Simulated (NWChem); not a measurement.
**One shape, several levels: H2CO (formaldehyde)**

We compute a comparison of 6 runs (r2SCAN/def2-TZVPP, revPBE/def2-TZVPP, wB97X/def2-TZVPP, BHLYP/def2-TZVPP, SVWN5/def2-TZVPP, MP2/def2-TZVPP) of H2CO (formaldehyde). 

Program for the calculation: NWChem 7.3.0.

## Step 1: The molecule

The species is H2CO (4 atoms), meant as a singlet with charge 0. As SMILES, `C=O`. The C1–H3 distance was set to 1.441 Å, away from the relaxed value.

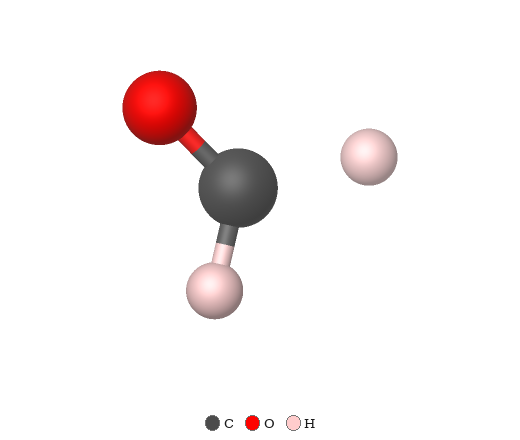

The structure, seen from a chosen angle (carbon dark grey, oxygen red, hydrogen pink).

## Step 2: A single-point energy at r2SCAN/def2-TZVPP (run 1)

File geom.xyz:

```xyz
4

C      0.159805    -0.170776     0.232868
O      0.854605     0.375824     1.037468
H     -0.544800     0.559700    -0.790500
H      0.018305    -1.270476     0.228668
```

File run.py:

```python
from ase.io import read
from ase.calculators.nwchem import NWChem

molecule = read('geom.xyz')

calc = NWChem(
    label='geom',
    theory='dft',
    memory='2200 mb',
    basis='def2-TZVPP',
    basispar='spherical bse',
    dft={'xc': 'r2scan', 'mult': '1', 'grid': 'fine', 'convergence': 'energy 1e-08', 'iterations': '100', 'mulliken': None, 'print': 'low'},
    task='energy',
)
molecule.calc = calc

print("Total energy (eV):", round(molecule.get_potential_energy(), 6))
```

Run with:

```sh
$ export ASE_NWCHEM_COMMAND="nwchem PREFIX.nwi > PREFIX.nwo"
$ python run.py
```

The program printed:

```text
Total energy (eV): -3114.477759
```

The calculator wrote geom.nwi:

```
title "geom"

permanent_dir geom

scratch_dir geom

start geom

geometry units angstrom nocenter noautosym noautoz
  C  1.5980500000000000e-01 -1.7077600000000001e-01 2.3286799999999999e-01
  O  8.5460499999999995e-01 3.7582399999999999e-01 1.0374680000000001e+00
  H  -5.4479999999999995e-01 5.5969999999999998e-01 -7.9049999999999998e-01
  H  1.8304999999999998e-02 -1.2704759999999999e+00 2.2866800000000001e-01
end

memory 2200 mb

basis spherical bse noprint
   * library def2-TZVPP
end

dft
  xc r2scan
  mult 1
  grid fine
  convergence energy 1e-08
  iterations 100
  mulliken
  print low
end

task dft energy
```

geom.nwo (excerpt; [...] marks lines left out):

```text
[...]
         Total DFT energy =     -114.454947501467
      One electron energy =     -215.849009538501
           Coulomb energy =       85.456791555326
    Exchange-Corr. energy =      -14.555415304337
 Nuclear repulsion energy =       30.492685786045
[... 1 line left out ...]
 Numeric. integr. density =       15.999999974108
[...]
      Total Density - Mulliken Population Analysis
     ---------------------------------------------
    Atom       Charge   Shell Charges
 -----------   ------   -------------------------------------------------------
    1 C    6     5.83   0.86  1.11  0.56  0.61  0.12  1.17  1.06  0.20  0.04  0.10  0.01
    2 O    8     8.23   0.79  1.18  0.62  0.91  0.36  1.86  1.80  0.68  0.00  0.03  0.00
    3 H    1     1.01   0.20  0.51  0.28  0.00  0.02  0.00
    4 H    1     0.92   0.27  0.49  0.13  0.01  0.03  0.00
[...]
```

Wall time 8.1 s (1 thread of Intel Xeon 6975P-C (Granite Rapids), shared host); peak memory 0.11 GiB.

## Step 3: A single-point energy at revPBE/def2-TZVPP (run 2)

File ch2o.xyz:

```xyz
4

C      0.159805    -0.170776     0.232868
O      0.854605     0.375824     1.037468
H     -0.544800     0.559700    -0.790500
H      0.018305    -1.270476     0.228668
```

File ch2o.nw:

```
start ch2o
memory total 2200 mb

geometry units angstroms noautosym nocenter noautoz
load ch2o.xyz
end

basis "ao basis" spherical bse
* library def2-TZVPP
end

dft
xc revpbe cpbe96
grid fine
convergence energy 1e-08
maxiter 100
mulliken
print low
end

task dft energy
```

Run with:

```sh
$ nwchem ch2o.nw > ch2o.out
```

The program printed:

```text
[...]
 d= 0,ls=0.0,diis     1   -114.3877540188 -1.45D+02  1.83D-02  9.48D-01     0.8
[...]
 d= 0,ls=0.0,diis    10   -114.4920285101 -5.42D-09  3.73D-07  5.19D-09     6.1
         Total DFT energy =     -114.492028510072
      One electron energy =     -215.830526406377
           Coulomb energy =       85.437682580210
    Exchange-Corr. energy =      -14.591870469950
 Nuclear repulsion energy =       30.492685786045
[...]
      Total Density - Mulliken Population Analysis
     ---------------------------------------------
    Atom       Charge   Shell Charges
 -----------   ------   -------------------------------------------------------
    1 C    6     5.88   0.86  1.11  0.57  0.60  0.14  1.20  1.05  0.22  0.04  0.10  0.01
    2 O    8     8.18   0.79  1.17  0.62  0.92  0.31  1.87  1.77  0.69  0.00  0.03  0.00
    3 H    1     1.01   0.21  0.50  0.29  0.00  0.02  0.00
    4 H    1     0.92   0.27  0.47  0.14  0.01  0.03  0.00
[...]
```

Wall time 6.9 s (1 thread of Intel Xeon 6975P-C (Granite Rapids), shared host); peak memory 0.11 GiB.

## Step 4: The energy at wB97X/def2-TZVPP (run 3)

File mol.xyz:

```xyz
4

C      0.159805    -0.170776     0.232868
O      0.854605     0.375824     1.037468
H     -0.544800     0.559700    -0.790500
H      0.018305    -1.270476     0.228668
```

File run.py:

```python
from ase.io import read
from ase.calculators.nwchem import NWChem

mol = read('mol.xyz')

calc = NWChem(
    label='mol',
    theory='dft',
    memory='2200 mb',
    basis='def2-TZVPP',
    basispar='spherical bse',
    dft={'xc': 'wb97x', 'mult': '1', 'grid': 'fine', 'convergence': 'energy 1e-08', 'iterations': '100', 'mulliken': None, 'print': 'low'},
    task='energy',
)
mol.calc = calc

print(f"energy = {mol.get_potential_energy():.6f} eV")
```

Run with:

```sh
$ export ASE_NWCHEM_COMMAND="nwchem PREFIX.nwi > PREFIX.nwo"
$ python run.py
```

The program printed:

```text
energy = -3115.257830 eV
```

The calculator wrote mol.nwi:

```
title "mol"

permanent_dir mol

scratch_dir mol

start mol

geometry units angstrom nocenter noautosym noautoz
  C  1.5980500000000000e-01 -1.7077600000000001e-01 2.3286799999999999e-01
  O  8.5460499999999995e-01 3.7582399999999999e-01 1.0374680000000001e+00
  H  -5.4479999999999995e-01 5.5969999999999998e-01 -7.9049999999999998e-01
  H  1.8304999999999998e-02 -1.2704759999999999e+00 2.2866800000000001e-01
end

memory 2200 mb

basis spherical bse noprint
   * library def2-TZVPP
end

dft
  xc wb97x
  mult 1
  grid fine
  convergence energy 1e-08
  iterations 100
  mulliken
  print low
end

task dft energy
```

mol.nwo (excerpt; [...] marks lines left out):

```text
[...]
         Total DFT energy =     -114.483614600753
      One electron energy =     -215.857479313126
           Coulomb energy =       85.465939203274
    Exchange-Corr. energy =      -14.584760276946
 Nuclear repulsion energy =       30.492685786045
[... 1 line left out ...]
 Numeric. integr. density =       15.999999977471
[...]
      Total Density - Mulliken Population Analysis
     ---------------------------------------------
    Atom       Charge   Shell Charges
 -----------   ------   -------------------------------------------------------
    1 C    6     5.88   0.86  1.11  0.55  0.58  0.15  1.18  1.05  0.23  0.04  0.11  0.01
    2 O    8     8.25   0.79  1.18  0.61  0.90  0.36  1.87  1.78  0.72  0.00  0.03  0.00
    3 H    1     0.98   0.20  0.49  0.27  0.00  0.01  0.00
    4 H    1     0.89   0.27  0.47  0.12  0.01  0.02  0.00
[...]
```

Run time: 25 s. Hardware: 1 thread of Intel Xeon 6975P-C (Granite Rapids), shared host; peak memory 0.11 GiB.

Runs 4 to 5 aren't shown in full; the table further down has their settings and results.

## Step 5: A single-point energy at MP2/def2-TZVPP (run 6)

File ch2o.nw:

```
start ch2o
title "CH2O"
memory total 2200 mb
charge 0

geometry units angstroms noautosym nocenter noautoz
  C      0.159805    -0.170776     0.232868
  O      0.854605     0.375824     1.037468
  H     -0.544800     0.559700    -0.790500
  H      0.018305    -1.270476     0.228668
end

basis spherical bse
  * library def2-TZVPP
end

scf
  thresh 1e-08
  maxiter 80
end

mp2
  freeze core 2
  tight
end

task mp2 energy
```

Run with:

```sh
$ nwchem ch2o.nw > ch2o.out
```

The program printed:

```text
[...]
  functions       =    90
[...]
  wavefunction    = RHF
[...]
         Total SCF energy =   -113.875228045480
      One-electron energy =   -215.693550825612
      Two-electron energy =     71.325636994087
 Nuclear repulsion energy =     30.492685786045
        Time for solution =      6.3s
[...]
          Total MP2 energy          -114.274791224418
[...]
```

Wall time 8.1 s (1 thread of Intel Xeon 6975P-C (Granite Rapids), shared host); peak memory 0.17 GiB.

## Step 6: The series

| run | level | integration grid | iteration cap | energy (Eh) | wall time |
| --- | --- | --- | --- | --- | --- |
| 1 | r2SCAN/def2-TZVPP | fine | 100 | -114.454948 | 8.1 s |
| 2 | revPBE/def2-TZVPP | fine | 100 | -114.492029 | 6.9 s |
| 3 | wB97X/def2-TZVPP | fine | 100 | -114.483615 | 25 s |
| 4 | BHLYP/def2-TZVPP | fine | 100 | -114.448928 | 5.4 s |
| 5 | SVWN5/def2-TZVPP | fine | 100 | -113.612692 | 5.4 s |
| 6 | MP2/def2-TZVPP | – | 80 | -114.274791 | 8.1 s |

## Step 7: Outcome

| quantity | value |
| --- | --- |
| run 6: total energy | -114.27479 Eh |
| run 6: HOMO energy (Hartree–Fock orbitals) | -11.49 eV |
| run 6: LUMO energy (Hartree–Fock orbitals) | 2.95 eV |
| run 6: HOMO–LUMO gap (Hartree–Fock orbitals) | 14.43 eV |
| run 6: correlation energy (2 core orbitals frozen) | -399.6 mEh |

What this shows: Totals of different functionals can't be ranked against each other. All runs together took 59 s, the longest 25 s.
